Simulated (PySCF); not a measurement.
## A study: C4H4, SMILES `C=C1C=C1`

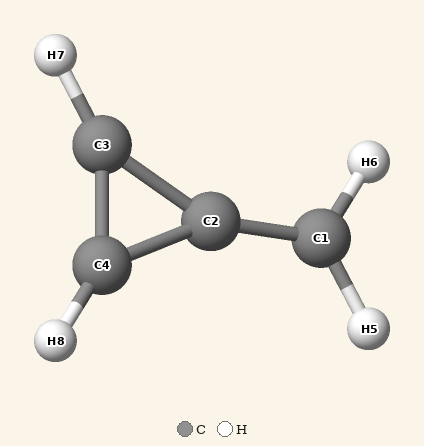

The molecule, with its atoms numbered as below. No frequency check shows the geometry to be a minimum.

Coordinates in Å:

```
C1      -1.5796    0.0002    0.0000
C2      -0.2704   -0.0005    0.0000
C3       1.0197   -0.6618    0.0000
C4       1.0198    0.6620    0.0000
H5      -2.1417    0.9183    0.0000
H6      -2.1418   -0.9177    0.0000
H7       1.5730   -1.5700    0.0000
H8       1.5731    1.5702    0.0000
```

### 1. Bonding charge

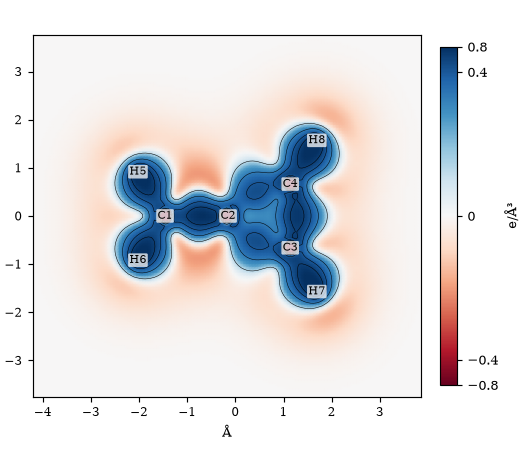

Deformation density (molecule less spherical, spin-averaged free atoms) in the molecular plane; colour scale in e/Å³, logarithmic beyond ±0.1; blue: gain, red: loss.

Computed with PySCF, CAM-B3LYP/def2-TZVP, geometry: GFN2-xTB.

How much density has each bond in this plane gained at its critical point, relative to the free atoms?

Answer. C3–H7 and C4–H8: +0.82 e/Å³ at the bond critical point (bond length 1.06 Å, Mayer order 0.9). C1–H6 and C1–H5: +0.75 e/Å³ at the bond critical point (bond length 1.08 Å, Mayer order 1.0). C1–C2: +0.73 e/Å³ at the bond critical point (bond length 1.31 Å, Mayer order 1.8). C3–C4: +0.67 e/Å³ at the bond critical point (bond length 1.32 Å, Mayer order 1.9). C2–C3 and C2–C4: +0.42 e/Å³ at the bond critical point (bond length 1.45 Å, Mayer order 1.0). In all, 2.0 electrons gather in the regions of gain relative to the promolecule.

### 2. Electrostatic potential

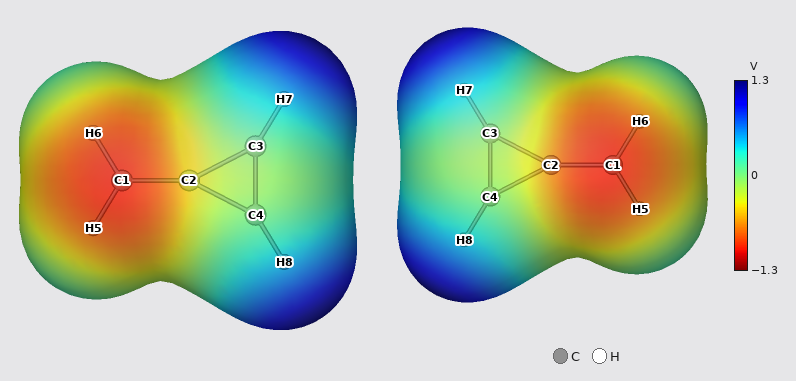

Electrostatic potential on the surface of electron density 0.001 a.u. (back view left, front view right).

Where are the extremes of the potential on the surface?

Answer. Highest: 1.25 V, 1.3 Å from H7, and at like points elsewhere. Further maxima include 0.17 V, 1.4 Å from H5, and at like points elsewhere. Lowest: −1.00 V, off the molecular plane, over C1 (2.2 Å), and at like points elsewhere. The surface is sampled at points, so like sites can differ by a few per cent and only the strongest of them is named.

What volume does the surface enclose, and what is the dipole moment?

Answer. About 85 Å³; the dipole moment is 2.0 D.

### 3. In an electric field

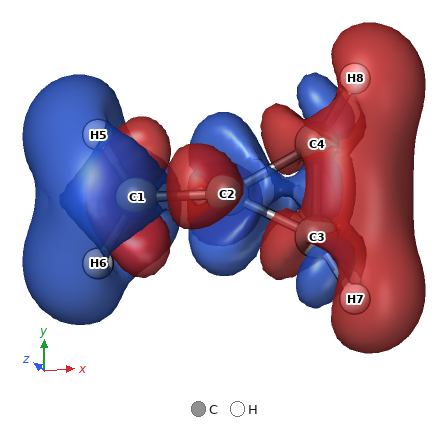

Change of the electron density in a uniform field of 0.51 V/Å, surfaces at ±0.003 e/Å³ (blue: gain, red: loss).

Computed with PySCF, BLYP/def2-SVPD, geometry: GFN2-xTB.

Along which Cartesian direction does the field point?

Answer. Along +x: electrons gather on the −x side, against the field.

How large is the response?

Answer. The induced dipole is 1.66 D (along the field); α along this axis, from the fields in both directions, is 65 bohr³ (9.7 Å³).

Which atoms gain and lose the most charge?

Answer. Electrons gather most on C1 (Hirshfeld charge changes by −0.033 e) and leave C3 and C4 alike most (+0.022 e); 0.127 electrons are displaced in all.

The PySCF runs shown took 7.3 s and 16 s on 1 thread of Intel(R) Xeon(R) 6975P-C (Granite Rapids), with other jobs on the host.
